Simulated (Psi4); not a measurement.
# BGeNH6 (SMILES B[NH][GeH3]): CCSD/6-31G(d) (spherical functions)

What is the vertical ionisation energy of BGeNH6 at CCSD/6-31G* (spherical functions)? 

The results are computed with Psi4 1.11.

1 further run of the same task is left out (set aside as unsound or not needed).

### Step 1. Starting point

BGeNH6: 9 atoms, total charge 0, spin state singlet. As SMILES, `B[NH][GeH3]`. The shape is that of a PBE0-D4/def2-TZVP optimisation.

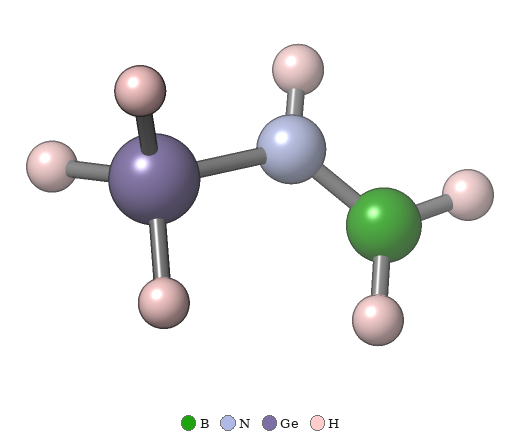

Viewed from a chosen angle; boron green, nitrogen light blue, germanium purple, hydrogen pink.

### Step 2. A single-point energy at CCSD/6-31G(d) (spherical functions)

Contents of job.inp:

```
memory 2.2 GB

molecule {
  B
  N 1 R2
  Ge 2 R3 1 A3
  H 1 R4 2 A4 3 D4
  H 1 R5 4 A5 2 D5
  H 2 R6 1 A6 5 D6
  H 3 R7 2 A7 6 D7
  H 3 R8 7 A8 2 D8
  H 3 R9 8 A9 7 D9

  R2 = 1.391923
  R3 = 1.853587
  A3 = 126.22471
  R4 = 1.199334
  A4 = 119.19094
  D4 = -0.01862
  R5 = 1.199186
  A5 = 121.24037
  D5 = 179.9922
  R6 = 1.009785
  A6 = 117.87217
  D6 = -0.01467
  R7 = 1.538344
  A7 = 109.09844
  D7 = -59.52297
  R8 = 1.529696
  A8 = 111.48374
  D8 = 117.29301
  R9 = 1.538234
  A9 = 111.50349
  D9 = -122.22673
  units angstrom
  symmetry c1
  no_reorient
  no_com
}

set basis 6-31G*
set puream true
set e_convergence 1e-09
set d_convergence 1e-08
set scf_type pk
set num_frozen_docc 11

e_tot, wfn = energy("ccsd", return_wfn=True)
```

Launch:

```bash
$ psi4 -i job.inp -o job.out -n 1
```

job.out:

```text
[...]
  Running in c1 symmetry.
[...]
  Nuclear repulsion =  177.534477274152806
[...]
  Multiplicity = 1
[...]
  Nalpha       = 25
  Nbeta        = 25
[...]
    Number of basis functions: 72
[...]
   @RHF iter   1: -2156.62203547404170   -3.45538e+00   3.20702e-02 DIIS/ADIIS
[...]
   @RHF iter  12: -2157.72379793551363   -3.63798e-12   4.22706e-09 DIIS
[...]
    Orbital Energies [Eh]
    ---------------------
    Doubly Occupied:
       1A   -405.257221     2A    -52.193061     3A    -46.283255
       4A    -46.283158     5A    -46.283080     6A    -15.550588
       7A     -7.578224     8A     -7.220804     9A     -5.195798
      10A     -5.195079    11A     -5.194760    12A     -1.650770
      13A     -1.648212    14A     -1.647902    15A     -1.644095
      16A     -1.643625    17A     -1.136678    18A     -0.743835
      19A     -0.703694    20A     -0.587695    21A     -0.523735
      22A     -0.498774    23A     -0.478145    24A     -0.442135
      25A     -0.413351
[...]
  @RHF Final Energy: -2157.72379793551363
   => Energetics <=
    Nuclear Repulsion Energy =            177.5344772741528061
    One-Electron Energy =               -3358.5211997965416231
    Two-Electron Energy =                1023.2629245868753287
    Total Energy =                      -2157.7237979355136304
[...]
 Multipole Moments:
 ------------------------------------------------------------------------------------
     Multipole            Electronic (a.u.)      Nuclear  (a.u.)        Total (a.u.)
 ------------------------------------------------------------------------------------
 L = 1.  Multiply by 2.5417464519 to convert [e a0] to [Debye]
 Dipole X            :         -0.0008746            0.0006512           -0.0002234
 Dipole Y            :         -4.3579196            4.3892256            0.0313060
 Dipole Z            :          5.9931037           -5.3559039            0.6371998
 Magnitude           :                                                    0.6379684
[...]
      * MP2 total energy                      = -2158.209635487350624
[...]
      * CCSD total energy                     = -2158.233507040957193
[...]
```

Run time: 17 s. Hardware: 1 thread of AMD EPYC 7R43 (Zen 3), shared host; peak memory 0.36 GiB.

### Step 3. The doublet cation

Contents of calc.inp:

```
memory 2200 MB

molecule mol {
  1 2
  B
  N 1 1.391923
  Ge 2 1.853587 1 126.22471
  H 1 1.199334 2 119.19094 3 -0.01862
  H 1 1.199186 4 121.24037 2 179.9922
  H 2 1.009785 1 117.87217 5 -0.01467
  H 3 1.538344 2 109.09844 6 -59.52297
  H 3 1.529696 7 111.48374 2 117.29301
  H 3 1.538234 8 111.50349 7 -122.22673
  symmetry c1
  no_reorient
  no_com
}

set basis 6-31G*
set reference uhf
set puream true
set e_convergence 1e-09
set d_convergence 1e-08
set scf_type pk
set num_frozen_docc 11
set maxiter 100

E = energy('ccsd')
```

Launch:

```bash
$ psi4 -i calc.inp -o calc.out -n 1
```

calc.out:

```text
[...]
  Running in c1 symmetry.
[...]
  Nuclear repulsion =  177.534477274152806
[...]
  Multiplicity = 2
[...]
  Nalpha       = 25
  Nbeta        = 24
[...]
    Number of basis functions: 72
[...]
   @UHF iter   1: -2156.21445491473287   -3.04780e+00   3.20903e-02 ADIIS/DIIS
[...]
   @UHF iter  28: -2157.32176515688207   -1.40972e-11   7.08398e-09 DIIS
[...]
   @S^2 Observed:                7.765055320E-01
[...]
    Orbital Energies [Eh]
    ---------------------
    Alpha Occupied:
       1A   -405.439067     2A    -52.375204     3A    -46.465885
       4A    -46.464979     5A    -46.464863     6A    -15.803944
       7A     -7.906716     8A     -7.402981     9A     -5.380076
      10A     -5.376152    11A     -5.375362    12A     -1.836309
      13A     -1.829721    14A     -1.829657    15A     -1.824538
      16A     -1.824491    17A     -1.393637    18A     -1.026157
      19A     -0.958533    20A     -0.894928    21A     -0.839026
      22A     -0.741094    23A     -0.703196    24A     -0.648524
      25A     -0.616877
    Alpha Virtual:
[...]
  @UHF Final Energy: -2157.32176515688207
   => Energetics <=
    Nuclear Repulsion Energy =            177.5344772741528061
    One-Electron Energy =               -3347.9459698357350135
    Two-Electron Energy =                1013.0897274046999428
    Total Energy =                      -2157.3217651568820656
  UHF NO Occupations:
  HONO-2 :   23  A 1.9990050
  HONO-1 :   24  A 1.9878888
[...]
 Multipole Moments:
 ------------------------------------------------------------------------------------
     Multipole            Electronic (a.u.)      Nuclear  (a.u.)        Total (a.u.)
 ------------------------------------------------------------------------------------
 L = 1.  Multiply by 2.5417464519 to convert [e a0] to [Debye]
 Dipole X            :         -0.0023811            0.0006512           -0.0017299
 Dipole Y            :         -2.6091828            4.3892256            1.7800429
 Dipole Z            :          2.9019788           -5.3559039           -2.4539251
 Magnitude           :                                                    3.0315515
[...]
      * MP2 total energy                      = -2157.804539726050734
[...]
      * CCSD total energy                     = -2157.828780069087770
[...]
```

It took 54 s on 1 thread of AMD EPYC 7R43 (Zen 3), shared host; peak memory 0.37 GiB.

### Step 4. Outcome

At CCSD/6-31G* (spherical functions), 11 core orbitals frozen:

| quantity | value |
| --- | --- |
| singlet BGeNH6: total energy | -2158.23351 Eh |
| singlet BGeNH6: HOMO energy (Hartree–Fock orbitals) | -11.25 eV |
| singlet BGeNH6: LUMO energy (Hartree–Fock orbitals) | 3.47 eV |
| singlet BGeNH6: HOMO–LUMO gap (Hartree–Fock orbitals) | 14.72 eV |
| singlet BGeNH6: correlation energy (11 core orbitals frozen) | -509.7 mEh |
| singlet BGeNH6: T1 diagnostic | 0.013 |
| doublet cation: total energy | -2157.82878 Eh |
| doublet cation: HOMO energy (Hartree–Fock orbitals) (highest over α and β) | -16.69 eV |
| doublet cation: LUMO energy (Hartree–Fock orbitals) (lowest over α and β) | -9.77 eV |
| doublet cation: correlation energy (11 core orbitals frozen) | -507.0 mEh |
| doublet cation: ⟨S²⟩ of the reference determinant | 0.777 |
| doublet cation: T1 diagnostic | 0.037 |
| vertical ionisation energy (to the doublet cation) | 11.013 eV |

**Reading.** The vertical ionisation energy comes to 11.01 eV (254 kcal/mol).
